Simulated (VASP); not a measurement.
Band structure of Cd (hcp). Method: optB86b-vdW, VASP's PBE PAW potentials (set 64) (plane waves; VASP 6.6.1).

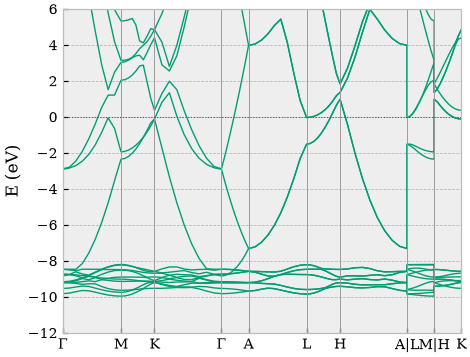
Figure. Bands along high-symmetry lines, zero at the valence-band maximum or, without a gap, the Fermi level

Question: Read the plot: is there a gap, and where are the band edges?

Answer: It has no gap at this level: it comes out as a metal or semimetal. (Edges off the drawn lines would not show.)

The compound is Cd in the hcp structure. It was relaxed first.
